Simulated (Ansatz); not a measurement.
# CH₈BGaSi: how energies converge with the basis set

Aim: see how fast density functionals converge with the basis set for CH₈BGaSi.

The runs use Ansatz 0.2.0, Gaussian basis; one geometry, several basis sets.

The runs, in order: PBE0-D4/def2-SVP; ωB97M-V/def2-SVP; PBE0-D4/def2-QZVPP; ωB97M-V/def2-QZVPP; the functionals' def2-TZVPP values are taken from earlier runs.

### 1 The geometry

The geometry comes from an earlier relaxation with PBE0-D4 in a triple-zeta def2 set; it is a stationary point, not always the lowest conformer.

SMILES `[BH2][GaH][SiH2]C`, 12 atoms, charge 0, spin multiplicity 1.

Atoms are counted from 1 here; the program's logs count them from 0.

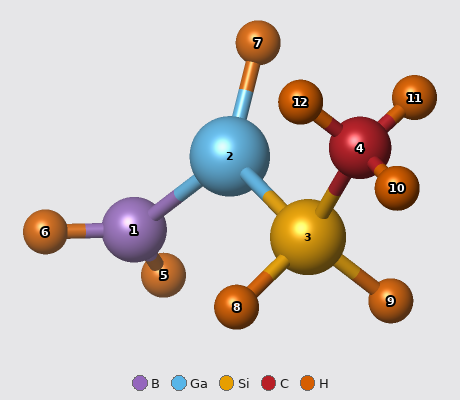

The structure; boron purple, gallium blue, silicon amber, carbon red, hydrogen orange; atoms are numbered from 1 in the order of the file.

Geometry (Å):

```xyz
12
charge 0, multiplicity 1
B    -0.8339    2.9596    0.5275
Ga    0.3829    1.3521    0.1071
Si   -0.4724   -0.8778   -0.3082
C     0.8185   -2.2378   -0.1632
H    -1.3149    3.6398   -0.3347
H    -1.1365    3.2493    1.6509
H     1.9520    1.5200    0.0099
H    -1.6172   -1.1791    0.6021
H    -1.0377   -0.8775   -1.6932
H     0.3870   -3.2126   -0.4018
H     1.6498   -2.0528   -0.8468
H     1.2225   -2.2833    0.8505
```

### 2 PBE0-D4 in def2-SVP

in.yaml reads:

```yaml
crystal:
  periodic: [false, false, false]
  atoms:
    - {symbol: B, position_ang: [-0.833904, 2.959587, 0.527461]}
    - {symbol: Ga, position_ang: [0.382938, 1.352087, 0.107117]}
    - {symbol: Si, position_ang: [-0.472409, -0.877797, -0.308235]}
    - {symbol: C, position_ang: [0.818486, -2.237795, -0.163211]}
    - {symbol: H, position_ang: [-1.314897, 3.639802, -0.334684]}
    - {symbol: H, position_ang: [-1.136506, 3.249316, 1.650945]}
    - {symbol: H, position_ang: [1.951981, 1.520019, 0.009873]}
    - {symbol: H, position_ang: [-1.617239, -1.179055, 0.602119]}
    - {symbol: H, position_ang: [-1.037725, -0.877537, -1.693170]}
    - {symbol: H, position_ang: [0.386980, -3.212578, -0.401846]}
    - {symbol: H, position_ang: [1.649756, -2.052776, -0.846849]}
    - {symbol: H, position_ang: [1.222540, -2.283273, 0.850489]}
basis:
  gaussian: {orbitals: def2-SVP}
hamiltonian: {xc: pbe0, dispersion: d4}
output: {orbitals: {seedname: orbitals}}
```

Run with:

```console
$ ansatz run in.yaml --threads 4 --pin off --events-out ev --progress --plain --max-ram 10444MiB
```

After this run come: ωB97M-V in def2-SVP; PBE0-D4 in def2-QZVPP; ωB97M-V in def2-QZVPP.

**Question.** What will the summary of the whole plan be? Wanted: PBE0-D4: double and triple zeta above quadruple; ωB97M-V: double and triple zeta above quadruple.

The runs gave:

| quantity | value |
| --- | --- |
| PBE0-D4: double and triple zeta above quadruple | 13.04, 1.55 eV |
| ωB97M-V: double and triple zeta above quadruple | 13.17, 1.51 eV |

What this shows: For PBE0-D4 the step from double to triple zeta gains 11.48 eV and the next only 1.55 eV. Total energies overstate the basis error of differences, where much of it tends to cancel.
